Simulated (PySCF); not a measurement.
# C6H13P: the cost of one run

Programs: PySCF 2.14.0, with routines of our own; each step states its level. All values are computed. Atoms count from 0.

## 1. The starting structure

20 atoms, charge 0, multiplicity 1; geometry from: GFN2-xTB.

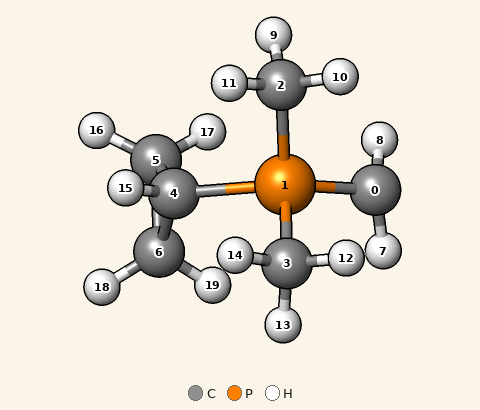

The starting geometry (carbon grey, phosphorus orange, hydrogen white).

## 2. Magnetic properties: GIAO CAM-B3LYP/pcSseg-1

What the job is given:

```
{"job": {"kind": "mag", "xc": "CAM-B3LYP", "basis": "pcSseg-1", "isotopologues": 2}, "charge": 0, "multiplicity": 1}
C     -1.120612    -1.271778     1.311643
P     -0.665577    -0.154523     0.115708
C     -1.488660     1.438915     0.449473
C     -1.326689    -0.706180    -1.492494
C      1.022856     0.454011    -0.415800
C      2.039469     0.543533     0.682760
C      2.123022    -0.559914    -0.316187
H     -0.729944    -2.265329     1.099615
H     -0.829615    -0.934554     2.304765
H     -1.062853     1.873803     1.352522
H     -2.545975     1.240090     0.615287
H     -1.355679     2.130261    -0.381220
H     -2.380958    -0.940825    -1.357334
H     -0.798960    -1.607288    -1.801358
H     -1.201561     0.063311    -2.252621
H      1.072438     1.182578    -1.216241
H      2.771139     1.336985     0.653425
H      1.710191     0.287943     1.682255
H      2.913474    -0.546170    -1.051557
H      1.849346    -1.554189     0.014323
```

Method: GIAO CAM-B3LYP/pcSseg-1 magnetisability, rotational g tensor and spin-rotation constants, non-relativistic, gas phase.

Started as:

```console
OMP_NUM_THREADS=1 python excited_run.py task.json out
```

This one command runs all jobs of the session in turn.

**Question.** How long does this first job take on 1 thread of Arm Neoverse V2, shared host, and how much memory does it need?

About 51 s, with a peak of 1 GiB.
